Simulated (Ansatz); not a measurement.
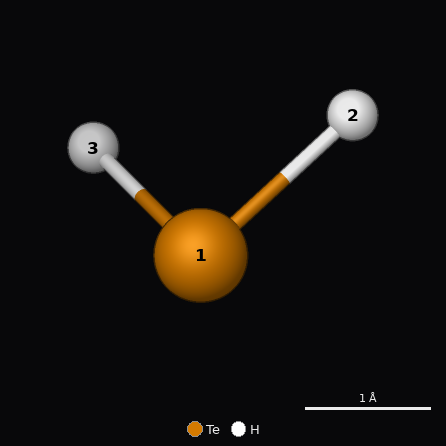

Simulated data, not a measurement (program: Ansatz).

Orthographic view. Atoms fade into the background with distance from the viewer. Geometry: atoms displaced at random (about 0.03 Å) from a stationary point of GFN2-xTB.

Write a MOL file (V2000) with the atoms in numerical order, bonds sorted by atom number with the orders drawn, and coordinates in the frame of the picture: x right, y up, z towards the viewer, origin at the mean position.

```
H2Te
                    3D

  3  2  0  0  0  0  0  0  0  0999 V2000
   -0.1200   -0.6600    0.4800 Te  0  0  0  0  0  2  0  0  0  0  0  0
    1.1000    0.4600    0.1800 H   0  0  0  0  0  0  0  0  0  0  0  0
   -0.9800    0.2000   -0.6600 H   0  0  0  0  0  0  0  0  0  0  0  0
  1  2  1  0
  1  3  1  0
M  END
```
